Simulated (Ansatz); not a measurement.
Level of theory: PBE (plane waves to 420 eV, PAW; Ansatz, an electronic-structure program). Each body is periodic along its axis alone, with about 11 Å of vacuum beside it. Hypothetical models, rolled from the flat sheet. Each keeps the symmetry and period of its start, and lower forms weren't sought.

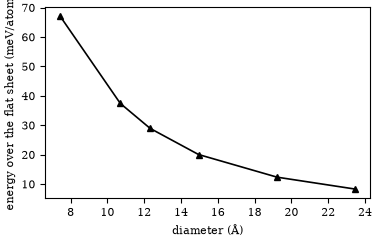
Fig. 1. Energy of silicon tubes over the flat sheet against their diameter

### Question
Does the energy follow C/d² over the wider half of these tubes, and with what C?

### Answer
Yes, within 1 meV/atom, with C = 4.5 eV Å²/atom.
